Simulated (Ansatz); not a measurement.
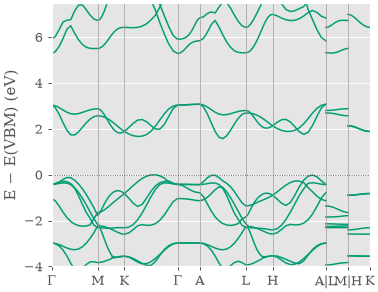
*Band structure from PBE in the plane-wave PAW code Ansatz*

The gap is 1.47 eV; an edge lies off the plotted path or next to a special point (maximum on the K–Γ line, 55 % of the way from K, minimum off the standard path).

Q: Which compound is it?
(A) PtS2, CdI2 type
(B) SnO2, CdI2 type
(C) PtSe2, CdI2 type

A: A, PtS2, CdI2 type

Space group P-3m1 (CdI2 type). Symmetry was held in the PBE relaxation. The run is not spin-polarised. The volume lies over 15 % above that of the usual cell of this phase: another minimum, or an error of the functional. A crystal of weakly bound layers computed without a dispersion correction: the cell and the soft elastic constants depend strongly on that. Spin–orbit coupling is left out wherever it is not named.

Potentials: the later of the program's two PAW sets.
